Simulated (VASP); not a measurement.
Here is the system:

```yaml
crystal:
  lattice:
    - [4.12301, 0.00000, 0.00000]
    - [0.00000, 4.12301, 0.00000]
    - [0.00000, 0.00000, 4.12301]
  atoms:
    - { symbol: Ba, position: [0.00000, 0.00000, 0.00000] }
    - { symbol: Hf, position: [0.50000, 0.50000, 0.50000] }
    - { symbol: O, position: [0.50000, 0.00000, 0.50000] }
    - { symbol: O, position: [0.00000, 0.50000, 0.50000] }
    - { symbol: O, position: [0.50000, 0.50000, 0.00000] }
```

Level of theory: LDA (Ceperley-Alder, Perdew-Zunger), VASP's LDA PAW potentials (set 64) (plane waves; VASP). Run with 520 eV cut-off, 6×6×6 Γ-centred mesh, tetrahedra with Blöchl corrections, potentials Ba_sv Hf_pv O.

Unless said otherwise, spin-orbit coupling is left out, though it shifts the bands of the heavy elements here.

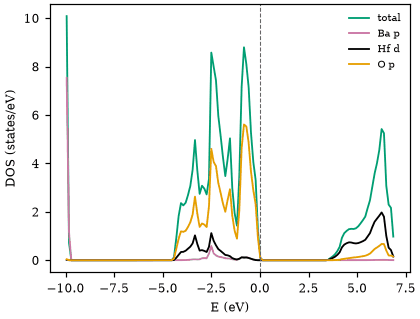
Total and projected density of states, zero at the valence-band maximum

Within 2 eV below the valence-band maximum the largest weight inside VASP's projection spheres is O p.

The gap is indirect, 3.47 eV, from the valence maximum at R to the conduction minimum at Γ.

The compound is BaHfO3 in the cubic perovskite structure. It was relaxed first.
